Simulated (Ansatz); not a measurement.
# Ir wire along [111], 13 atoms a period: bands along the axis, part 2 of 2

What gap, if any, does the Ir wire along [111], 13 atoms a period have, and how many channels would it open?

Ansatz 0.2.0; DFT PBE, plane waves, PAW; relaxation of a wire's period; PAW set soft_1 (the session's first sound run).

So far: The starting structure; The relaxed wire.

**2. The relaxed wire (continued)**

Step by step:

| step | energy less that of the first step (eV) | largest force component (eV/Å) | pressure (GPa) | volume (Å³) |
| --- | --- | --- | --- | --- |
| 1 | 0.0000 | 2.9748 | -5.84 | 949.35 |
| 2 | -2.9859 | 0.6061 | 0.19 | 922.17 |
| 3 | -3.0449 | 0.6584 | -0.03 | 893.61 |
| 4 | -3.1464 | 0.1224 | -0.11 | 904.55 |
| 5 | -3.1487 | 0.0144 | 0.00 | 905.38 |
| 6* | -3.1436 | 0.0149 | 0.01 | 905.38 |

Relaxation steps marked * repeat the geometry before them on a plane-wave basis chosen anew for their cell, so energy and pressure can jump there.

The run keeps the 4 symmetry operations that it works with, so distortions that break them were not tested.

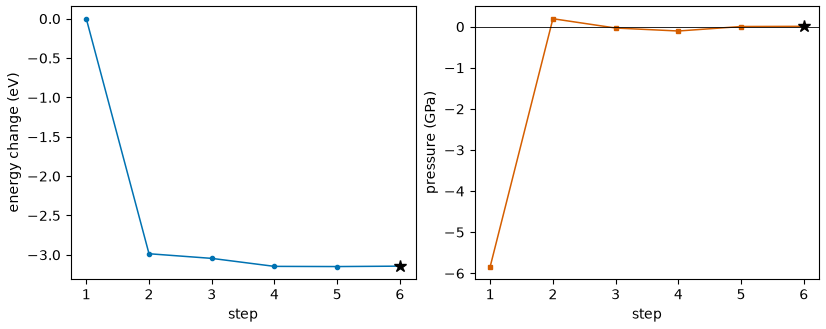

Energy and pressure along the relaxation. Stars mark steps on a basis chosen anew.

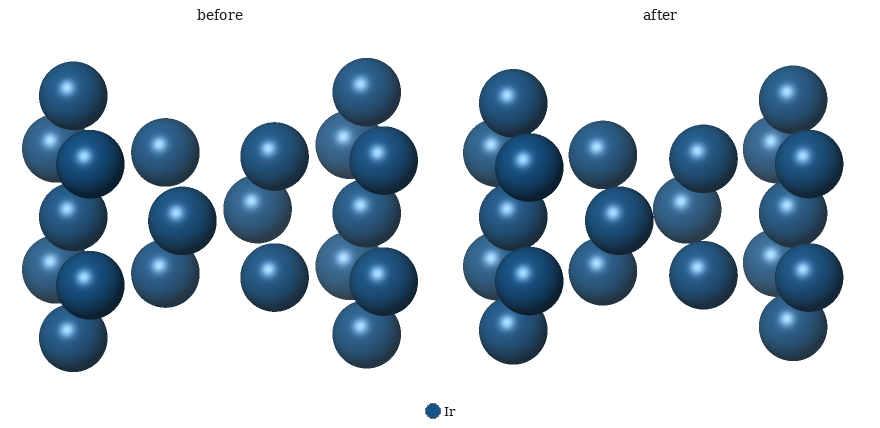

Before and after, at one scale.

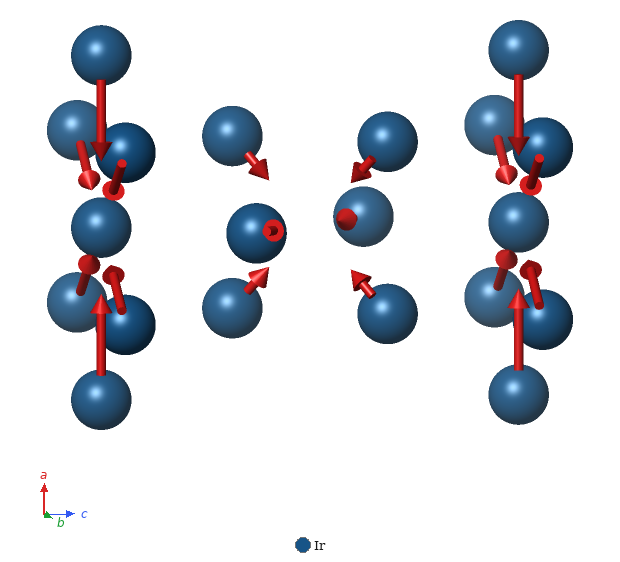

Displacements in the relaxation, exaggerated, measured against the changing cell; the longest in the cell stands for 0.17 Å. Some periodic images of atoms are drawn too.

```
cell as run  before  after  change
      c (Å)   6.703  6.393  -4.6 %
```

The atoms that moved most (Å, along periodic axes as changes of fractional coordinates times the final cell, across vacuum about the mean position):

```
atom      dx      dy      dz  length
Ir13  -0.170   0.000   0.000   0.170
 Ir1   0.170   0.000   0.000   0.170
 Ir4  -0.085  -0.146   0.000   0.169
 Ir2   0.085  -0.146   0.000   0.169
Ir12  -0.085   0.146   0.000   0.169
Ir11   0.085   0.146   0.000   0.169
 Ir9   0.000   0.062  -0.042   0.075
 Ir6   0.000  -0.062   0.042   0.075
```

Final coordinates:

```cif
data_structure
_symmetry_space_group_name_H-M 'P 1'
_symmetry_Int_Tables_number 1
_cell_length_a 12.2730
_cell_length_b 11.5400
_cell_length_c 6.3925
_cell_angle_alpha 90.000
_cell_angle_beta 90.000
_cell_angle_gamma 90.000
_cell_volume 905.38
loop_
_atom_site_label
_atom_site_type_symbol
_atom_site_fract_x
_atom_site_fract_y
_atom_site_fract_z
_atom_site_occupancy
Ir1 Ir 0.29087 0.49999 0.00000 1
Ir2 Ir 0.39545 0.69272 0.00000 1
Ir3 Ir 0.50000 0.49999 0.00000 1
Ir4 Ir 0.60455 0.69272 0.00000 1
Ir5 Ir 0.39284 0.43427 0.33974 1
Ir6 Ir 0.50000 0.63153 0.33984 1
Ir7 Ir 0.60716 0.43427 0.33974 1
Ir8 Ir 0.39284 0.56571 0.66026 1
Ir9 Ir 0.50000 0.36845 0.66016 1
Ir10 Ir 0.60716 0.56571 0.66026 1
Ir11 Ir 0.39545 0.30726 0.00000 1
Ir12 Ir 0.60455 0.30726 0.00000 1
Ir13 Ir 0.70913 0.49999 0.00000 1
```

Numbers from this step:

```
energy at zero smearing    : -155152.3066 eV
cell length along the wire : 6.393 Å
```

The cell's length comes to 6.393 Å with spin left out.

**3. Bands of the perfect wire**

This step: DFT PBE, plane waves, PAW; bands of a perfect wire; PAW set soft_1 (Ansatz 0.2.0).

At the relaxed period the bands are computed along the axis; those that cross an energy going forward count the channels that a perfect wire would open there.

Input file input.yaml:

```yaml
crystal:
  lattice:
    - [12.273, 0.0, 0.0]
    - [0.0, 11.54, 0.0]
    - [0.0, 0.0, 6.3925328383]
  atoms:
    - { symbol: Ir, position: [0.290871629, 0.499989716, 0.0] }
    - { symbol: Ir, position: [0.395447854, 0.692722561, 4.336e-06] }
    - { symbol: Ir, position: [0.5, 0.499989716, 0.0] }
    - { symbol: Ir, position: [0.604552146, 0.692722561, 4.336e-06] }
    - { symbol: Ir, position: [0.392836268, 0.434273666, 0.339735857] }
    - { symbol: Ir, position: [0.5, 0.63153336, 0.339838964] }
    - { symbol: Ir, position: [0.607163732, 0.434273666, 0.339735857] }
    - { symbol: Ir, position: [0.392836268, 0.565705766, 0.660264143] }
    - { symbol: Ir, position: [0.5, 0.368446072, 0.660161036] }
    - { symbol: Ir, position: [0.607163732, 0.565705766, 0.660264143] }
    - { symbol: Ir, position: [0.395447854, 0.307256871, 0.999995664] }
    - { symbol: Ir, position: [0.604552146, 0.307256871, 0.999995664] }
    - { symbol: Ir, position: [0.709128371, 0.499989716, 0.0] }
kpoints:
  mp_grid: { grid: [1, 1, 13] }
  band_path: { path: ["Γ", Z], npoints: 90 }
scf:
  occupations: { method: fermi_dirac, width: 0.05 }
hamiltonian:
  xc: pbe
  pseudopotentials: { kind: paw, azcp: { folder: soft_1 } }
output:
  dos: { e_range: [-5, 4] }
  write_potential: true
  write_density: true
  volumetric_format: npy
```

Run with:

```console
$ ansatz run input.yaml --threads 4 --pin off --max-ram 16384MiB --backend cpu --events-out ev --progress --plain --runs-dir out
```

Numbers of over 12 decimals in the logs are rounded to 6 here.

The log of the run:

```text
[...]
Crystal: 13 atoms, lattice volume = 905.377 Å³
Basis set: ecut = 420 eV, 17671 PW (Γ)
Bands: 133, of which v1, the nominal top of the filled ones, is band 111 counted from 1 (110 counted from 0)
Symmetry: 4 space group operations
[...]
k-points: 7 of 13
[...]
SCF iter   1: F=—  HF=-155157.193233 eV  |F-HF|=—  |Δ(HF+E_count)|=         —  Δρ=3.12e-2  dr2=2.15e1  ethr=3.10e-3  ⟨swp⟩=8.7  Hψ=4117  notcnv=0  defer=3
[...]
SCF iter  12: F=-155152.417613 eV  HF=-155152.417613 eV  |F-HF|=1.60e-8  |Δ(HF+E_count)|=   1.56e-7  Δρ=2.25e-6  dr2=6.44e-8  ethr=4.52e-11  ⟨swp⟩=13.1  Hψ=2873  notcnv=0
SCF 1 converged in 12 iterations: F = -155152.417613 eV  dr2 = 6.44e-8
[...]
NSCF: frozen V_eff on 91 k-points
WARN: The output density's exchange-correlation potential varies sharply where the density is thin. Do not read a vacuum level from v_tot or v_xc, or from such a field of the output density. On a cell that repeats whose density bears no net charge and no dipole along the vacuum's axis use v_es (v_loc + v_h of the components); under efield.dipole_correction with no amplitude use v_es + v_field, which holds any externa [...]
SCF converged after 12 iterations
Free energy (F): -155152.417613 eV
[...]
Internal energy: -155152.195962 eV  (E = F + TS)
E sigma→0 (E₀):  -155152.306788 eV
Entropy (-TS):   -0.221651 eV (-17.050 meV/atom)
Fermi energy:    1.244844 eV
[...]
--- Band table (eV; the first three rows and the last of 7) ---
  k-point 0: bands = [... 107 lower, 0.9992, 1.0079, 1.1377, 1.1661, 1.1669, 1.2858, 1.4387, 1.4412, ... 18 higher]
  k-point 1: bands = [... 107 lower, 1.0177, 1.0254, 1.0848, 1.1834, 1.1838, 1.2855, 1.4426, 1.4448, ... 18 higher]
  k-point 2: bands = [... 107 lower, 0.9509, 1.0519, 1.0578, 1.2449, 1.2454, 1.2837, 1.4582, 1.4599, ... 18 higher]
  k-point 6: bands = [... 107 lower, 1.0495, 1.2537, 1.2755, 1.2772, 1.4859, 1.4881, 1.6502, 1.6506, ... 18 higher]
```

It took 99 s on 4 threads of Arm Neoverse V2, shared host; peak memory 5.5 GiB.

In the SCF lines HF is the Harris–Foulkes energy and dr2 the Hartree energy of the density residual, in eV; the loop may stop once dr2 is under the threshold and the program's other checks hold. Hψ counts applications of the Hamiltonian.

Numbers from this step:

```yaml
energy_at_zero_smearing: -155152.3068 eV
band_gap: 0 eV
```

Electronic bands along the path, in eV, zero at the Fermi level; # counts the bands kept:

```
point    #54    #55    #56    #57    #58    #59   #60   #61
    Γ  -0.35  -0.25  -0.24  -0.11  -0.08  -0.08  0.04  0.19
    Z  -0.21  -0.20   0.01   0.04   0.04   0.25  0.25  0.40
```

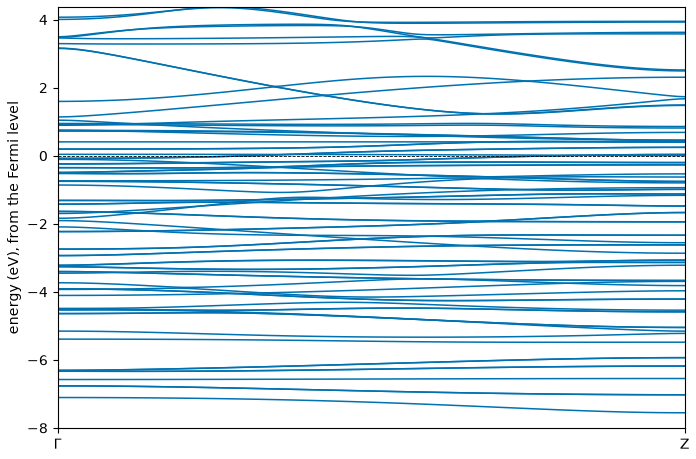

Electronic bands along the path.

Between Γ and Z the bands cross the Fermi level 4 times, so a perfect wire would conduct at least 4 G₀, with spin left out.

**4. Outcome**

```yaml
cell_length_pbe: 6.393 Å
ballistic_conductance_by_band_crossings_a_lower_bound_pbe: 4 G₀
```

Under PBE the cell's length is 6.39 Å, and the bands cross the Fermi level 4 times between Γ and Z, which gives a perfect wire at least 4 G₀ (opposite crossings within one step of the path cancel in such a count). No spin was allowed, though thin wires with open d shells can turn magnetic. Spin-orbit coupling is left out, which matters for the bands of heavy atoms.

[Logs are printed without paths, hosts, clocks, repeated set-up lines and the standing remarks that a program may print on its own settings, such as how far it seeks lower states.]

[Hosts, paths, dates, database ids (printed as entryN), source tags and the programs' standing remarks are cut or masked in the printed files.]
